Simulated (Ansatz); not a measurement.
## A hypothetical structure for LaMg6Ir

Starting from a made-up structure for LaMg6Ir, the aim is the relaxed cell, its shortest contacts and, where a second run follows, its electronic structure.

Program: Ansatz 0.2.0. Level of theory: DFT, PBE, plane-wave PAW, files of the set soft_1, scalar-relativistic, no spin, cell and ions relaxed at zero pressure; PAW set soft_1, in the first sound run; inputs show where later runs differ. Results are calculated unless marked as measured.

## (1) The structure

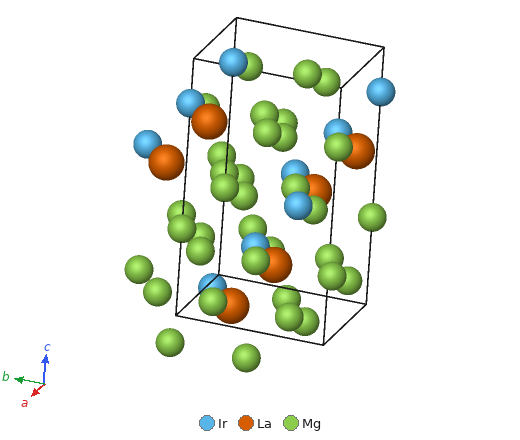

Start, viewed from a free direction; iridium blue, lanthanum orange, magnesium green. 2×1×1 cells are drawn. This picture shows the conventional cell, with its axes. Some periodic images of atoms are drawn too.

## (2) Relaxing cell and atoms

The guess takes its coordinates from another compound and its volume from a rule, so the cell and any free coordinates are relaxed together.

Contents of input.yaml:

```yaml
crystal:
  lattice:
    - [5.128, 0.0, 0.0]
    - [0.0, 3.294, 5.809]
    - [0.0, -3.294, 5.809]
  atoms:
    - { symbol: Ir, position: [0.0, 0.8257, 0.8257] }
    - { symbol: La, position: [0.5, 0.6751, 0.6751] }
    - { symbol: Mg, position: [0.5, 0.1712, 0.1712] }
    - { symbol: Mg, position: [0.5, 0.1531, 0.6793] }
    - { symbol: Mg, position: [0.5, 0.6793, 0.1531] }
    - { symbol: Mg, position: [0.0, 0.3381, 0.3381] }
    - { symbol: Mg, position: [0.0, 0.3233, 0.8403] }
    - { symbol: Mg, position: [0.0, 0.8403, 0.3233] }
kpoints:
  mp_grid: { grid: [5, 5, 5] }
scf:
  occupations: { method: fermi_dirac, width: 0.05 }
hamiltonian:
  xc: pbe
  pseudopotentials: { kind: paw, azcp: { folder: soft_1 } }
relax:
  f_tol: 0.015
  max_steps: 70
  cell: {}
output:
  forces: true
  stress: true
```

Launch:

```console
$ ansatz run input.yaml --threads 4 --pin off --max-ram 10240MiB --backend cpu --events-out ev --progress --plain --runs-dir out
```

Numbers of over 12 decimals in the logs are rounded to 6 here.

Log:

```text
Engine: ansatz 0.2.0, x86_64-unknown-linux-gnu
Pseudopotentials: kind: paw
Pseudopotential: Ir, paw, valence charge 17, recommended cutoff 420 eV (normal), soft_1/Ir.paw.azcp
Pseudopotential: La, paw, valence charge 11, recommended cutoff 420 eV (normal), soft_1/La.paw.azcp
Pseudopotential: Mg, paw, valence charge 10, recommended cutoff 420 eV (normal), soft_1/Mg.paw.azcp
Functional definition: PBE
  parameter kappa = 0.804
  parameter beta = 0.066725
  exchange = pbe_x(kappa = kappa, mu = beta*pi^2/3)
  correlation = pbe_c(beta = beta)
Crystal: 8 atoms, lattice volume = 196.247 Å³
Basis set: ecut = 420 eV, 3785 PW (Γ), exchange–correlation on 72×90×90 points (8 copies of the dense FFT grid, shifted against one another)
Bands: 53, of which v1, the nominal top of the filled ones, is band 44 counted from 1 (43 counted from 0)
Symmetry: 4 space group operations
Space group: Amm2 (ITA 38), of the structure as read, at distance tolerance 5.8e-5 Å
k-points: 27 of 125 (time reversal used)
Non-local potential: Ir, projectors of the file, l = 0: 3, l = 1: 2, l = 2: 2, l = 3: 1
Non-local potential: La, projectors of the file, l = 0: 3, l = 1: 2, l = 2: 2, l = 3: 3
Non-local potential: Mg, projectors of the file, l = 0: 3, l = 1: 2, l = 2: 1
PAW form: soft (Blöchl's): semilocal exchange-correlation on the pseudo side does not see the compensation charge
PAW one-centre angular grid: Ir, 590 points (default); XC on 64 Gauss nodes
PAW one-centre angular grid: La, 590 points (default); XC on 64 Gauss nodes
PAW one-centre angular grid: Mg, 110 points (default); XC on 64 Gauss nodes
Initial density: superposition of atomic densities (chi_scale 0.1, normalization cell, long waves kept (reshape's long-wave potential 0.01 eV rms))
Initial wavefunctions: pseudopotential atomic-orbital guess
Functional: x = pbe(κ = 0.804, μ = 0.219515), c = pbe(β = 0.066725)
SCF iter   1: F=—  HF=-29740.262135 eV  |F-HF|=—  |Δ(HF+E_count)|=         —  Δρ=2.04e-1  dr2=2.47e2  ethr=3.10e-3  ⟨swp⟩=6.9  Hψ=4916  notcnv=0
preconditioner: auto → Kerker (q_TF=auto, 2.387 Å⁻¹)  [metal: Δε(μ)=0.008 eV  Ē_g=2.462 eV  σ=0.050 eV  W_gap=0.04  n_scr=44 (ndim 8)  ℏωp=13.0 eV  f_vac=0.000  D(μ)=19.39/eV (n_scr^D=264)]
SCF iter   2: F=—  HF=-29730.466287 eV  |F-HF|=—  |Δ(HF+E_count)|=    9.80e0  Δρ=4.90e-2  dr2=1.07e1  ethr=3.10e-3  ⟨swp⟩=3.9  Hψ=3575  notcnv=0
SCF iter   3: F=—  HF=-29730.186889 eV  |F-HF|=—  |Δ(HF+E_count)|=   2.79e-1  Δρ=3.21e-2  dr2=4.00e0  ethr=3.10e-3  ⟨swp⟩=2.2  Hψ=1732  notcnv=0
SCF iter   4: F=—  HF=-29729.870504 eV  |F-HF|=—  |Δ(HF+E_count)|=   3.16e-1  Δρ=1.54e-2  dr2=6.33e-1  ethr=3.10e-3  ⟨swp⟩=3.7  Hψ=2606  notcnv=0
SCF iter   5: F=—  HF=-29729.726896 eV  |F-HF|=—  |Δ(HF+E_count)|=   1.44e-1  Δρ=5.43e-3  dr2=7.92e-2  ethr=7.19e-4  ⟨swp⟩=5.6  Hψ=3477  notcnv=0  defer=1
SCF iter   6: F=—  HF=-29729.702404 eV  |F-HF|=—  |Δ(HF+E_count)|=   2.45e-2  Δρ=9.25e-4  dr2=3.24e-3  ethr=9.00e-5  ⟨swp⟩=6.1  Hψ=2880  notcnv=0  defer=8
SCF iter   7: F=—  HF=-29729.701631 eV  |F-HF|=—  |Δ(HF+E_count)|=   7.73e-4  Δρ=2.75e-4  dr2=2.50e-4  ethr=3.68e-6  ⟨swp⟩=2.6  Hψ=2255  notcnv=0  defer=31
SCF iter   8: F=—  HF=-29729.701565 eV  |F-HF|=—  |Δ(HF+E_count)|=   6.65e-5  Δρ=7.85e-5  dr2=1.49e-5  ethr=2.84e-7  ⟨swp⟩=2.1  Hψ=2070  notcnv=0  defer=31
SCF iter   9: F=—  HF=-29729.701518 eV  |F-HF|=—  |Δ(HF+E_count)|=   4.64e-5  Δρ=2.33e-5  dr2=1.69e-6  ethr=1.69e-8  ⟨swp⟩=2.0  Hψ=2551  notcnv=0  defer=31
SCF iter  10: F=—  HF=-29729.701518 eV  |F-HF|=—  |Δ(HF+E_count)|=   4.69e-7  Δρ=5.92e-6  dr2=1.11e-7  ethr=1.92e-9  ⟨swp⟩=2.0  Hψ=2546  notcnv=0  defer=31
SCF iter  11: F=-29729.701518 eV  HF=-29729.701518 eV  |F-HF|=4.86e-9  |Δ(HF+E_count)|=   3.02e-8  Δρ=1.82e-6  dr2=9.08e-9  ethr=1.14e-10  ⟨swp⟩=4.2  Hψ=4592  notcnv=0
SCF 1 converged in 11 iterations: F = -29729.701518 eV  dr2 = 9.08e-9
  greatest PAW one-centre occupation: 1.000 electrons in one spin orbital (limit 2), on the Mg atom at site 2 (counted from 0), in its partial waves of l = 0
relax step   1: F+E_penalty+E_count = -29729.70151777 eV  Δ(F+E_penalty+E_count) = +0.000e0 eV  max|allowed force component| = 7.457e-1 eV/Å  Δτ_max = 0.0000 Å  P = -3.495 GPa  Ω = 196.247 Å³  (11 SCF iters, dr2 threshold 1.00e-7 eV, accepted)
Crystal: 8 atoms, lattice volume = 181.017 Å³
Basis set: ecut = 420 eV, 3521 PW (Γ), exchange–correlation on 72×90×90 points (8 copies of the dense FFT grid, shifted against one another)
Initial density: handed on by an earlier stage of this run
Initial wavefunctions: those handed on with the density
iter 1 solved again at ethr=2.78e-4 eV; its pass at ethr=3.10e-3 eV (dr2=2.45e-1 eV) is discarded
SCF iter   1: F=—  HF=-29730.028464 eV  |F-HF|=—  |Δ(HF+E_count)|=         —  Δρ=9.08e-3  dr2=2.55e-1  ethr=2.78e-4  ⟨swp⟩=2.1  Hψ=7353  notcnv=0
preconditioner: auto → Kerker (q_TF=auto, 2.419 Å⁻¹)  [metal: Δε(μ)=0.025 eV  Ē_g=3.939 eV  σ=0.050 eV  W_gap=0.12  n_scr=44 (ndim 8)  ℏωp=13.5 eV  f_vac=0.000  D(μ)=5.08/eV (n_scr^D=32)]
SCF iter   2: F=—  HF=-29729.992590 eV  |F-HF|=—  |Δ(HF+E_count)|=   3.59e-2  Δρ=4.10e-3  dr2=5.19e-2  ethr=2.78e-4  ⟨swp⟩=3.9  Hψ=2000  notcnv=0
SCF iter   3: F=—  HF=-29729.982844 eV  |F-HF|=—  |Δ(HF+E_count)|=   9.75e-3  Δρ=9.02e-4  dr2=4.44e-3  ethr=5.89e-5  ⟨swp⟩=2.2  Hψ=1949  notcnv=0
SCF iter   4: F=—  HF=-29729.982035 eV  |F-HF|=—  |Δ(HF+E_count)|=   8.09e-4  Δρ=1.94e-4  dr2=1.50e-4  ethr=5.05e-6  ⟨swp⟩=2.0  Hψ=2023  notcnv=0
SCF iter   5: F=—  HF=-29729.981877 eV  |F-HF|=—  |Δ(HF+E_count)|=   1.58e-4  Δρ=5.24e-5  dr2=9.43e-6  ethr=1.70e-7  ⟨swp⟩=2.0  Hψ=1870  notcnv=0
SCF iter   6: F=-29729.981875 eV  HF=-29729.981875 eV  |F-HF|=3.50e-7  |Δ(HF+E_count)|=   1.25e-6  Δρ=1.41e-5  dr2=5.61e-7  ethr=9.09e-10  ⟨swp⟩=5.0  Hψ=5579  notcnv=0
SCF 2 converged in 6 iterations: F = -29729.981875 eV  dr2 = 5.61e-7
relax step   2: F+E_penalty+E_count = -29729.98187514 eV  Δ(F+E_penalty+E_count) = -2.804e-1 eV  max|allowed force component| = 8.370e-1 eV/Å  Δτ_max = 0.1918 Å  P = +0.341 GPa  Ω = 181.017 Å³  energy of the carried Pulay correction = +1.047e-3 eV  (6 SCF iters, dr2 threshold 8.00e-7 eV, accepted)
Crystal: 8 atoms, lattice volume = 179.045 Å³
Basis set: ecut = 420 eV, 3509 PW (Γ), exchange–correlation on 72×90×90 points (8 copies of the dense FFT grid, shifted against one another)
iter 1 solved again at ethr=1.25e-4 eV; its pass at ethr=3.10e-3 eV (dr2=1.10e-1 eV) is discarded
SCF iter   1: F=—  HF=-29730.126086 eV  |F-HF|=—  |Δ(HF+E_count)|=         —  Δρ=6.28e-3  dr2=1.13e-1  ethr=1.25e-4  ⟨swp⟩=1.8  Hψ=6756  notcnv=0
[...]
relax step   6: F+E_penalty+E_count = -29730.44173845 eV  Δ(F+E_penalty+E_count) = -1.329e-1 eV  max|allowed force component| = 1.761e-1 eV/Å  Δτ_max = 0.0884 Å  P = +0.362 GPa  Ω = 183.348 Å³  energy of the carried Pulay correction = +8.814e-4 eV  (6 SCF iters, dr2 threshold 8.00e-7 eV, accepted)
relax step   7: F+E_penalty+E_count = -29730.55337120 eV  Δ(F+E_penalty+E_count) = -1.116e-1 eV  max|allowed force component| = 1.366e-1 eV/Å  Δτ_max = 0.0966 Å  P = +0.487 GPa  Ω = 184.473 Å³  energy of the carried Pulay correction = +8.022e-4 eV  (7 SCF iters, dr2 threshold 8.00e-7 eV, accepted)
relax step   8: F+E_penalty+E_count = -29730.62714403 eV  Δ(F+E_penalty+E_count) = -7.377e-2 eV  max|allowed force component| = 5.997e-2 eV/Å  Δτ_max = 0.0724 Å  P = +0.362 GPa  Ω = 185.974 Å³  energy of the carried Pulay correction = +6.972e-4 eV  (6 SCF iters, dr2 threshold 8.00e-7 eV, accepted)
relax step   9: F+E_penalty+E_count = -29730.64701824 eV  Δ(F+E_penalty+E_count) = -1.987e-2 eV  max|allowed force component| = 1.439e-1 eV/Å  Δτ_max = 0.0488 Å  P = -0.162 GPa  Ω = 188.860 Å³  energy of the carried Pulay correction = +4.975e-4 eV  (7 SCF iters, dr2 threshold 8.00e-7 eV, accepted)
relax step  10: F+E_penalty+E_count = -29730.65690134 eV  Δ(F+E_penalty+E_count) = -9.883e-3 eV  max|allowed force component| = 3.615e-2 eV/Å  Δτ_max = 0.0299 Å  P = -0.031 GPa  Ω = 188.645 Å³  energy of the carried Pulay correction = +5.123e-4 eV  (6 SCF iters, dr2 threshold 8.00e-7 eV, accepted)
relax step  11: F+E_penalty+E_count = -29730.65735793 eV  Δ(F+E_penalty+E_count) = -4.566e-4 eV  max|allowed force component| = 2.208e-2 eV/Å  Δτ_max = 0.0100 Å  P = -0.014 GPa  Ω = 188.306 Å³  energy of the carried Pulay correction = +5.356e-4 eV  (6 SCF iters, dr2 threshold 8.17e-8 eV, accepted)
relax step  12: F+E_penalty+E_count = -29730.65763159 eV  Δ(F+E_penalty+E_count) = -2.737e-4 eV  max|allowed force component| = 3.703e-3 eV/Å  Δτ_max = 0.0069 Å  P = -0.001 GPa  Ω = 188.312 Å³  energy of the carried Pulay correction = +5.352e-4 eV  (6 SCF iters, dr2 threshold 3.05e-8 eV, accepted)
relax step  13: F+E_penalty+E_count = -29730.67228182 eV  Δ(F+E_penalty+E_count) = -1.465e-2 eV  max|allowed force component| = 2.724e-3 eV/Å  Δτ_max = 0.0000 Å  P = +0.152 GPa  Ω = 188.312 Å³  stress off target by 4.38e-1 GPa  SCF on the basis re-selected at this cell (its energy is not comparable with the rows above)  (8 SCF iters)
relax step  14: F+E_penalty+E_count = -29730.67545355 eV  Δ(F+E_penalty+E_count) = -3.172e-3 eV  max|allowed force component| = 3.359e-2 eV/Å  Δτ_max = 0.0147 Å  P = +0.115 GPa  Ω = 189.094 Å³  energy of the carried Pulay correction = -5.323e-5 eV  (6 SCF iters, dr2 threshold 4.80e-7 eV, accepted)
relax step  15: F+E_penalty+E_count = -29730.67579883 eV  Δ(F+E_penalty+E_count) = -3.453e-4 eV  max|allowed force component| = 7.908e-3 eV/Å  Δτ_max = 0.0080 Å  P = -0.076 GPa  Ω = 189.809 Å³  energy of the carried Pulay correction = -1.033e-4 eV  (6 SCF iters, dr2 threshold 7.05e-8 eV, accepted)
relax step  16: F+E_penalty+E_count = -29730.67592877 eV  Δ(F+E_penalty+E_count) = -1.299e-4 eV  max|allowed force component| = 7.144e-4 eV/Å  Δτ_max = 0.0024 Å  P = +0.003 GPa  Ω = 189.510 Å³  energy of the carried Pulay correction = -8.213e-5 eV  (6 SCF iters, dr2 threshold 2.84e-8 eV, accepted)
iter 1 solved again at ethr=2.70e-7 eV; its pass at ethr=3.10e-3 eV (dr2=2.37e-4 eV) is discarded
SCF iter   1: F=—  HF=-29730.675284 eV  |F-HF|=—  |Δ(HF+E_count)|=         —  Δρ=2.33e-4  dr2=2.22e-6  ethr=2.70e-7  ⟨swp⟩=3.1  Hψ=8448  notcnv=0
preconditioner: auto → Kerker (q_TF=auto, 2.401 Å⁻¹)  [metal: Δε(μ)=0.028 eV  Ē_g=3.864 eV  σ=0.050 eV  W_gap=0.14  n_scr=44 (ndim 8)  ℏωp=13.2 eV  f_vac=0.000  D(μ)=4.93/eV (n_scr^D=28)]
SCF iter   2: F=—  HF=-29730.675873 eV  |F-HF|=—  |Δ(HF+E_count)|=   5.90e-4  Δρ=1.18e-4  dr2=5.57e-7  ethr=2.52e-9  ⟨swp⟩=2.4  Hψ=2521  notcnv=0
SCF iter   3: F=—  HF=-29730.676008 eV  |F-HF|=—  |Δ(HF+E_count)|=   1.34e-4  Δρ=2.18e-6  dr2=6.18e-9  ethr=6.32e-10  ⟨swp⟩=2.0  Hψ=1845  notcnv=0
SCF iter   4: F=—  HF=-29730.676008 eV  |F-HF|=—  |Δ(HF+E_count)|=   2.70e-8  Δρ=1.07e-6  dr2=4.71e-9  ethr=7.02e-12  ⟨swp⟩=2.2  Hψ=2396  notcnv=0
SCF iter   5: F=—  HF=-29730.676008 eV  |F-HF|=—  |Δ(HF+E_count)|=  2.07e-10  Δρ=3.43e-7  dr2=4.51e-10  ethr=5.35e-12  ⟨swp⟩=2.0  Hψ=1661  notcnv=0
SCF iter   6: F=-29730.676008 eV  HF=-29730.676008 eV  |F-HF|=3.27e-11  |Δ(HF+E_count)|=  5.46e-11  Δρ=1.21e-7  dr2=5.01e-11  ethr=1.00e-12  ⟨swp⟩=5.0  Hψ=5451  notcnv=0
SCF 17 converged in 6 iterations: F = -29730.676008 eV  dr2 = 5.01e-11
relax step  17: F+E_penalty+E_count = -29730.67600793 eV  Δ(F+E_penalty+E_count) = -7.916e-5 eV  max|allowed force component| = 7.121e-4 eV/Å  Δτ_max = 0.0000 Å  P = +0.003 GPa  Ω = 189.510 Å³  stress off target by 6.50e-3 GPa  SCF on the basis re-selected at this cell (its energy is not comparable with the rows above)  (6 SCF iters)
basis re-selected at this cell: Δ(F+E_penalty+E_count) = -7.916e-5 eV, ΔP = -0.000 GPa vs the last step (what re-selecting the basis moved, of the pressure what is left beyond the Pulay correction that the steps carried, after the strain that the cell walked since its last selection, with what the two solves' SCF thresholds leave and, on support functions, any second-order correction that the steps lacked; it is no m [...]
SCF converged after 6 iterations
Free energy (F): -29730.676008 eV
Harris-Foulkes:  -29730.676008 eV  (|F-HF|=3.27e-11)
Internal energy: -29730.635724 eV  (E = F + TS)
E sigma→0 (E₀):  -29730.655866 eV
Entropy (-TS):   -0.040284 eV (-5.036 meV/atom)
Fermi energy:    7.822072 eV
--- Per-component energies (eV) ---
  E_band       = -2438.852192
  E_kinetic    = 1142.590420
  E_local      = -13207.711072  (includes V_loc(G=0)·N_el)
  E_nonlocal   = 1451.380010
  E_hartree    = 4697.077468
  E_xc         = -528.646116
  E_vxc        = -602.185655  (∫ρ·V_xc dr)
  E_paw        = -16489.104782  (= ΣΔE_a)
  E_vpaw       = -617.080838  (= ΣTr[D̂ρ^β])
  E_aug_tail   = -0.000554  (compensation charges beyond the density's cutoff)
  E_ewald      = -6796.221099
  E_smearing   = -0.040284  (= −TS)
  E_closure    = 0.000000  (closes the sum)
  Σ components = -29730.676008   (vs F -29730.676008, Δ=0.00e0)
--- Forces (eV/Å), atoms counted from 1 ---
  atom   1  Ir     0.00000000    -0.00000000    -0.00054166
  atom   2  La    -0.00000000    -0.00000000     0.00031733
  atom   3  Mg    -0.00000000    -0.00000000    -0.00023825
  atom   4  Mg    -0.00000000     0.00040564    -0.00028890
  atom   5  Mg    -0.00000000    -0.00040564    -0.00028890
  atom   6  Mg     0.00000000     0.00000000    -0.00004691
  atom   7  Mg     0.00000000    -0.00071205     0.00054322
  atom   8  Mg     0.00000000     0.00071205     0.00054322
  max |Σ_I F_I| component: 8.31e-7 eV/Å
--- Stress (GPa, compression-positive) ---
        0.000367      -0.000000      -0.000000
       -0.000000       0.006504       0.000000
       -0.000000       0.000000       0.002039
  P = ⅓ Tr σ = 0.0030 GPa (0.030 kbar)
--- Relaxed structure (15 steps of the walk, 15 accepted, 2 SCFs on fresh bases) ---
  F+E_penalty+E_count = -29730.67600793 eV   max|allowed force component| = 7.121e-4 eV/Å   (the final SCF, on the basis selected at the relaxed cell)
  cell:  # Å, volume = 189.5102 Å³
    - [4.441873, 0, 5.213478908428287e-17]
    - [5.905830534138052e-17, 3.073421, 6.940878]
    - [5.905830534138052e-17, -3.073421, 6.940878]
  atoms:
    - { symbol: Ir, position: [1.9383571506176707e-17, 0.877075, 0.877075] }
    - { symbol: La, position: [0.5, 0.725488, 0.725488] }
    - { symbol: Mg, position: [0.5, 0.140354, 0.140354] }
    - { symbol: Mg, position: [0.5, 0.170734, 0.679260] }
    - { symbol: Mg, position: [0.5, 0.679260, 0.170734] }
    - { symbol: Mg, position: [-1.186035452368565e-17, 0.306665, 0.306665] }
    - { symbol: Mg, position: [-1.0767190312867555e-17, 0.307054, 0.799471] }
    - { symbol: Mg, position: [-1.0767190312867553e-17, 0.799471, 0.307054] }
```

It took 68 s on 4 threads of AMD EPYC 7B13 (Zen 3), shared host; peak memory 0.73 GiB.

Step by step:

```
step  energy less that of the first step (eV)  largest force component (eV/Å)  pressure (GPa)  volume (Å³)
   1                                   0.0000                          0.7457           -3.49       196.25
   2                                  -0.2804                          0.8370            0.34       181.02
   3                                  -0.3976                          0.4506            0.50       179.05
   4                                  -0.5138                          0.3573            0.85       178.12
   5                                  -0.6074                          0.3427            0.95       180.62
   6                                  -0.7402                          0.1761            0.36       183.35
   7                                  -0.8519                          0.1366            0.49       184.47
   8                                  -0.9256                          0.0600            0.36       185.97
   9                                  -0.9455                          0.1439           -0.16       188.86
  10                                  -0.9554                          0.0362           -0.03       188.65
  11                                  -0.9558                          0.0221           -0.01       188.31
  12                                  -0.9561                          0.0037            0.00       188.31
 13*                                  -0.9708                          0.0027            0.15       188.31
  14                                  -0.9739                          0.0336            0.11       189.09
  15                                  -0.9743                          0.0079           -0.08       189.81
  16                                  -0.9744                          0.0007            0.00       189.51
 17*                                  -0.9745                          0.0007            0.00       189.51
```

Relaxation steps marked * repeat the geometry before them on a plane-wave basis chosen anew for their cell, so energy and pressure can jump there.

Forces are held to the 4 operations that the run works with; a distortion that breaks them can't arise in this run.

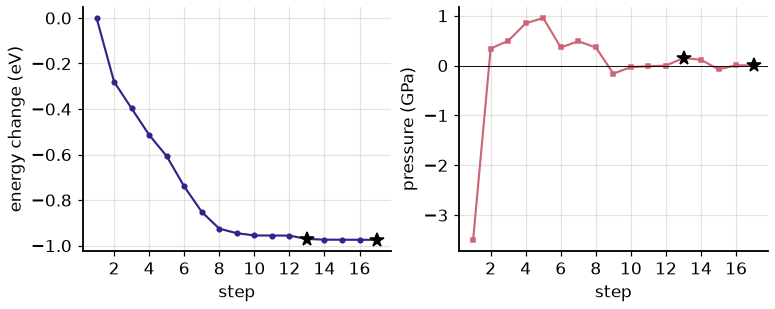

Energy and pressure along the relaxation. Stars mark steps on a basis chosen anew.

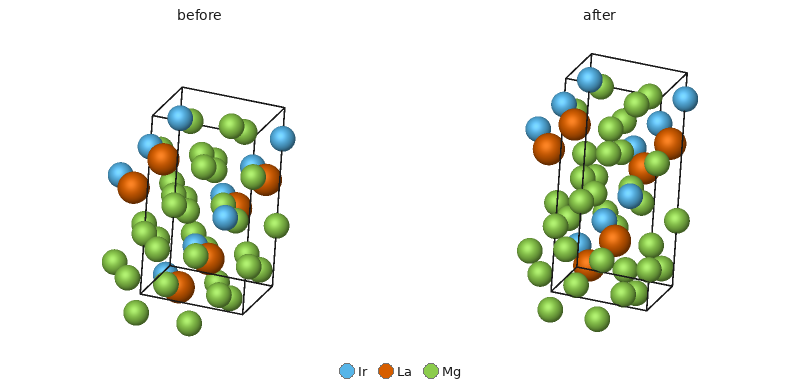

The structure before and after the relaxation, drawn at the same scale.

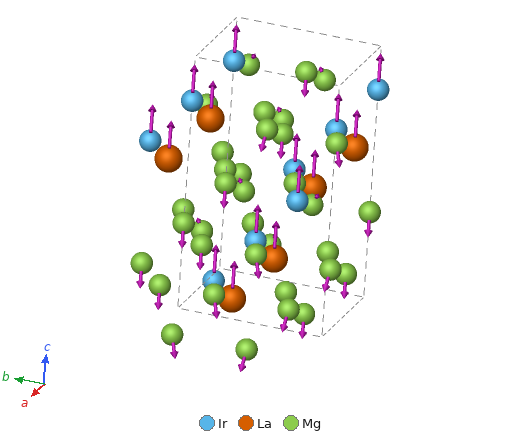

Displacements in the relaxation, exaggerated, measured against the changing cell; the longest in the cell stands for 0.71 Å. 2×1×1 conventional cells are drawn. Some periodic images of atoms are drawn too.

```
     cell as run  before  after   change
           a (Å)   5.128  4.442  -13.4 %
           b (Å)   6.678  7.591  +13.7 %
           c (Å)   6.678  7.591  +13.7 %
           α (°)   59.11  47.77  -19.2 %
volume (Å³/atom)   24.53  23.69   -3.4 %
```

The atoms that moved most (Å, as changes of fractional coordinates times the final cell):

```
atom     dx      dy      dz  length
 Ir1  0.000   0.000   0.713   0.713
 La2  0.000   0.000   0.699   0.699
 Mg6  0.000   0.000  -0.436   0.436
 Mg3  0.000   0.000  -0.428   0.428
 Mg7  0.000   0.076  -0.396   0.403
 Mg8  0.000  -0.076  -0.396   0.403
 Mg4  0.000   0.054   0.122   0.134
 Mg5  0.000  -0.054   0.122   0.134
```

This step gave:

* free energy: -29730.6760 eV
* energy at zero smearing: -29730.6559 eV
* smearing term TS: 0.04028 eV
* Fermi energy: 7.822 eV
* electrons: 88
* symmetry operations: 4
* pressure: 0.002970 GPa

Shortest distances by pair of elements, guess and relaxed (not always the same contact):

```
 pair  guess (Å)  relaxed (Å)
Ir–Mg      3.180        2.767
Mg–Mg      3.121        2.847
Ir–La      3.104        3.060
La–Mg      3.207        3.155
Ir–Ir      5.128        4.442
```

The relaxation ends with a largest force component of 7.1e-4 eV/Å and a pressure of 0.00 GPa.

(Part 1 of 2 ends here.)

[Logs are printed without paths, hosts, clocks, repeated set-up lines and the standing remarks that a program may print on its own settings, such as how far it seeks lower states.]

[Hosts, paths, dates, database ids (printed as entryN), source tags and the programs' standing remarks are cut or masked in the printed files.]
